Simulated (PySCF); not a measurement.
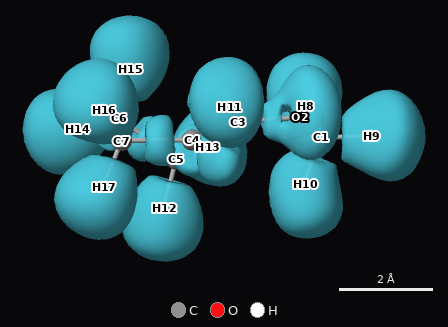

The picture shows: C6H10O (SMILES COC=C1CCC1). Isosurface of the electron localisation function at 0.75 (cyan), seen from one side. Core shells and regions of very low density are left out.

Geometry: GFN2-xTB, coordinate held.

All numbers below come from PySCF, PBE0/pcSseg-1, SCF density, gas phase, non-relativistic.

```xyz
17

C     2.3234    0.5010    0.8829
O     1.4475   -0.0254    1.8482
C     0.2246   -0.4527    1.4171
C    -0.3278   -0.4101    0.2210
C    -0.1187    0.1085   -1.1808
C    -1.6100    0.4721   -1.0859
C    -1.7477   -0.8001   -0.2426
H     1.9640    1.4631    0.5052
H     3.2782    0.6465    1.3867
H     2.4520   -0.1911    0.0455
H    -0.3266   -0.8637    2.2535
H     0.0575   -0.6950   -1.8921
H     0.5918    0.9165   -1.3583
H    -2.1789    0.5293   -2.0170
H    -1.7714    1.3690   -0.4971
H    -2.5348   -0.8414    0.5092
H    -1.7494   -1.7035   -0.8434
```

**Describe the localisation domains.**

At this value the surface marks out five regions between bonded C–C atoms (shared pairs), ten regions around hydrogen nuclei and one region on O in which the atom's valence shell and bonds are merged. Along the contacts the grid gives the following. C–C (1.32 Å): the ELF peaks at about 0.90 between the atoms (a multiple bond). C–O (1.37 Å): the ELF peaks at about 0.90 between the atoms: a polar covalent bond.
